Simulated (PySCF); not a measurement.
**CAM-B3LYP/6-31G(d) (spherical functions) run of CH4F2Si (SMILES C[SiH](F)F)**

Aim: the vertical ionisation energy of CH4F2Si at CAM-B3LYP/6-31G* (spherical functions), from 2 runs. 

The results are computed with PySCF 2.14.0.

## (1) The molecule

CH4F2Si has 8 atoms, charge 0, and is taken as a singlet. SMILES: `C[SiH](F)F`. Geometry: relaxed at PBE0-D4/def2-TZVP.

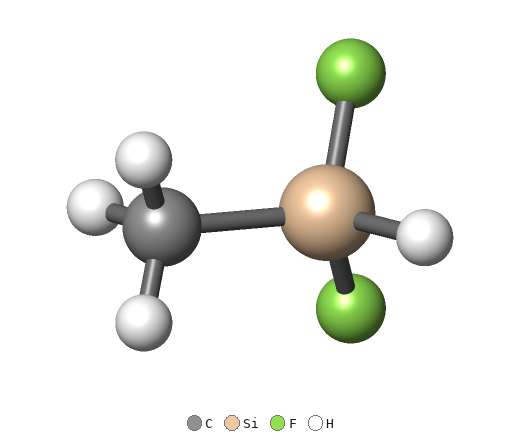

Viewed from a chosen angle; carbon grey, silicon light orange, fluorine green, hydrogen white.

## (2) A single-point energy at CAM-B3LYP/6-31G(d) (spherical functions)

File input.xyz:

```xyz
8
CH4F2Si
C     -0.387100     0.881700    -0.174700
Si     0.329300    -0.775200     0.180600
F      1.916300    -0.678300     0.226700
F     -0.035400    -1.783900    -0.994000
H     -0.013400     1.269000    -1.125400
H     -0.122700     1.591000     0.613300
H     -1.476800     0.824400    -0.231400
H     -0.118100    -1.385700     1.449000
```

File input.py:

```python
from pyscf import gto, dft

mol = gto.Mole()
mol.atom = 'input.xyz'
mol.spin = 0
mol.verbose = 4
mol.basis = '6-31g*'
mol.max_memory = 1860
mol.charge = 0
mol.build()

mf = dft.RKS(mol)
mf.xc = 'cam-b3lyp'
mf.conv_tol = 1e-10
mf.grids.level = 6
mf.kernel()
if not mf.converged:
    mf = mf.newton().run(mf.mo_coeff, mf.mo_occ)

e_final = mf.e_tot
print('E(%s) = %.9f' % ('CAM-B3LYP', e_final))
```

Run with:

```sh
$ OMP_NUM_THREADS=1 python input.py
```

The log of the run:

```text
PySCF version 2.14.0

[INPUT] num. atoms = 8
[INPUT] num. electrons = 42
[INPUT] charge = 0
[INPUT] spin (= nelec alpha-beta = 2S) = 0
[INPUT] symmetry False subgroup None
[INPUT] Mole.unit = angstrom
[INPUT] Symbol           X                Y                Z      unit          X                Y                Z       unit  Magmom
[INPUT]  1 C     -0.387100000000   0.881700000000  -0.174700000000 AA   -0.731512982819   1.666171524029  -0.330135153962 Bohr   0.0
[INPUT]  2 Si     0.329300000000  -0.775200000000   0.180600000000 AA    0.622286812819  -1.464915691763   0.341284538096 Bohr   0.0
[INPUT]  3 F      1.916300000000  -0.678300000000   0.226700000000 AA    3.621282172504  -1.281801230292   0.428400912439 Bohr   0.0
[INPUT]  4 F     -0.035400000000  -1.783900000000  -0.994000000000 AA   -0.066896304810  -3.371082433612  -1.878387767818 Bohr   0.0
[INPUT]  5 H     -0.013400000000   1.269000000000  -1.125400000000 AA   -0.025322330069   2.398062452073  -2.126697780586 Bohr   0.0
[INPUT]  6 H     -0.122700000000   1.591000000000   0.613300000000 AA   -0.231869395484   3.006554264183   1.158969032196 Bohr   0.0
[INPUT]  7 H     -1.476800000000   0.824400000000  -0.231400000000 AA   -2.790747540758   1.557890217091  -0.437282625224 Bohr   0.0
[INPUT]  8 H     -0.118100000000  -1.385700000000   1.449000000000 AA   -0.223176655311  -2.618593490810   2.738213154495 Bohr   0.0

nuclear repulsion = 183.047944627282
number of shells = 34
number of NR pGTOs = 148
number of NR cGTOs = 68
basis = 6-31g*
ecp = {}

******** <class 'pyscf.dft.rks.RKS'> ********
method = RKS
initial guess = minao
damping factor = 0
level_shift factor = 0
DIIS = <class 'pyscf.scf.diis.CDIIS'>
diis_start_cycle = 1
diis_space = 8
diis_damp = 0
SCF conv_tol = 1e-10
SCF conv_tol_grad = None
SCF max_cycles = 50
direct_scf = True
direct_scf_tol = 1e-13
XC library pyscf.dft.libxc version 7.0.0
    S. Lehtola, C. Steigemann, M. J.T. Oliveira, and M. A.L. Marques.,  SoftwareX 7, 1–5 (2018)
XC functionals = cam-b3lyp
    T. Yanai, D. P. Tew, and N. C. Handy.,  Chem. Phys. Lett. 393, 51 (2004)
radial grids:
    Treutler-Ahlrichs [JCP 102, 346 (1995); DOI:10.1063/1.469408] (M4) radial grids

becke partition: Becke, JCP 88, 2547 (1988); DOI:10.1063/1.454033
pruning grids: <function nwchem_prune>
grids dens level: 6
symmetrized grids: False
atomic radii adjust function: <function treutler_atomic_radii_adjust>
small_rho_cutoff = 0
Set gradient conv threshold to 1e-05
Initial guess from minao.
tot grids = 393104
init E= -529.880012420074
  HOMO = -0.364304563474177  LUMO = 0.0356404415975651  gap/eV = 10.88306
cycle= 1 E= -529.631293989597  delta_E= 0.249  |g|= 0.773  |ddm|= 2.34
  HOMO = -0.343412799438386  LUMO = 0.103118384618637  gap/eV = 12.15073
cycle= 2 E= -529.596561200621  delta_E= 0.0347  |g|= 0.952  |ddm|=  1.1
  HOMO = -0.386097730253371  LUMO = 0.0975628686154617  gap/eV = 13.16108
cycle= 3 E= -529.735092431494  delta_E= -0.139  |g|= 0.0449  |ddm|= 0.57
  HOMO = -0.390391509931181  LUMO = 0.0992304380052644  gap/eV = 13.32329
cycle= 4 E= -529.735500873815  delta_E= -0.000408  |g|= 0.0199  |ddm|= 0.0483
  HOMO = -0.38785678946624  LUMO = 0.0998817212180199  gap/eV = 13.27204
cycle= 5 E= -529.735602693801  delta_E= -0.000102  |g|= 0.00229  |ddm|= 0.0187
  HOMO = -0.388346832038724  LUMO = 0.0995436010452218  gap/eV = 13.27617
cycle= 6 E= -529.735604057884  delta_E= -1.36e-06  |g|= 0.000318  |ddm|= 0.00265
  HOMO = -0.388315709571002  LUMO = 0.0995736377488177  gap/eV = 13.27615
cycle= 7 E= -529.735604091112  delta_E= -3.32e-08  |g|= 7.23e-05  |ddm|= 0.000502
  HOMO = -0.388332006646921  LUMO = 0.0995625412620491  gap/eV = 13.27629
cycle= 8 E= -529.735604092893  delta_E= -1.78e-09  |g|= 9.47e-06  |ddm|= 0.000124
  HOMO = -0.388330860511049  LUMO = 0.0995638462915913  gap/eV = 13.27629
cycle= 9 E= -529.735604092939  delta_E= -4.52e-11  |g|= 1.86e-06  |ddm|= 1.83e-05
  HOMO = -0.388330745896428  LUMO = 0.0995638384090358  gap/eV = 13.27629
Extra cycle  E= -529.73560409294  delta_E= -1.02e-12  |g|= 1.94e-06  |ddm|= 3.06e-06
converged SCF energy = -529.73560409294
E(CAM-B3LYP) = -529.735604093
```

Run time: 22 s. Hardware: 1 thread of Arm Neoverse V2, shared host; peak memory 0.36 GiB.

## (3) The doublet cation, same level

File run.py:

```python
from pyscf import gto, dft

mol = gto.Mole()
mol.atom = '''
C     -0.731513     1.666172    -0.330135
Si     0.622287    -1.464916     0.341285
F      3.621282    -1.281801     0.428401
F     -0.066896    -3.371082    -1.878388
H     -0.025322     2.398062    -2.126698
H     -0.231869     3.006554     1.158969
H     -2.790748     1.557890    -0.437283
H     -0.223177    -2.618593     2.738213
'''
mol.unit = 'bohr'
mol.spin = 1
mol.verbose = 3
mol.charge = 1
mol.basis = '6-31g*'
mol.max_memory = 1860
mol.build()

mf = dft.UKS(mol)
mf.xc = 'cam-b3lyp'
mf.grids.level = 6
mf.conv_tol = 1e-10
mf.kernel()
if not mf.converged:
    mf = mf.newton().run(mf.mo_coeff, mf.mo_occ)

e_tot = mf.e_tot
print(f'total energy: {e_tot:.8f} hartree')
```

Run with:

```sh
$ OMP_NUM_THREADS=1 python run.py
```

The log of the run:

```text
converged SCF energy = -529.301569082025  <S^2> = 0.75935187  2S+1 = 2.0093301
total energy: -529.30156908 hartree
```

Run time: 51 s. Hardware: 1 thread of Arm Neoverse V2, shared host; peak memory 0.39 GiB.

## (4) What came out

At CAM-B3LYP/6-31G* (spherical functions):

| quantity | value |
| --- | --- |
| singlet CH4F2Si: total energy | -529.73560 Eh |
| singlet CH4F2Si: dipole moment | 2.07 D |
| singlet CH4F2Si: HOMO energy | -10.57 eV |
| singlet CH4F2Si: LUMO energy | 2.71 eV |
| singlet CH4F2Si: HOMO–LUMO gap | 13.28 eV |
| doublet cation: total energy | -529.30157 Eh |
| doublet cation: HOMO energy (highest over α and β) | -18.88 eV |
| doublet cation: LUMO energy (lowest over α and β) | -13.04 eV |
| doublet cation: ⟨S²⟩ | 0.759 |
| vertical ionisation energy (to the doublet cation) | 11.811 eV |

**Reading.** The vertical ionisation energy comes to 11.81 eV (1140 kJ/mol). −ε(HOMO) before ionisation, 10.57 eV, is 1.24 eV below this ionisation energy. Mulliken charges (singlet CH4F2Si) run from -0.71 on C1 to +1.04 on Si2; they depend strongly on the basis. Mulliken charges (doublet cation) run from -0.66 on C1 to +1.12 on Si2.
